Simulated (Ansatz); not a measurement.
The starting structures come from a database of crystals and need not be the phases stable at ambient conditions.

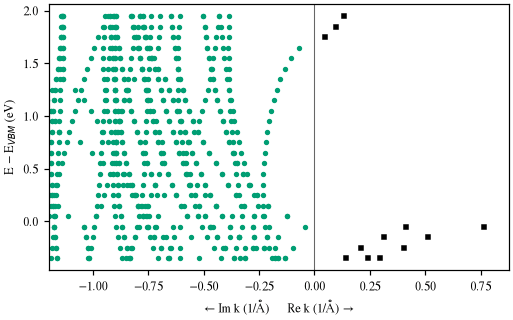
Fig. 1. Complex bands at the centre of the two-dimensional zone; r2SCAN (Ansatz, a program for electronic structure)

No gap correction and no spin-orbit coupling; mid-gap values are interpolated between computed energies.

**Question.** This is KSbO3 (Fd-3m, not sure to be the ambient phase, 20 atoms a cell, 15.0 Å³ an atom, -5 GPa at this level) along the normal of (110). Read off the slowest decay at the centre of the two-dimensional zone at 0.85 eV, the computed energy nearest the middle of the gap.

**Answer.** κ ≈ 0.21 1/Å, a decay length 1/(2κ) of the density of 2.3 Å.
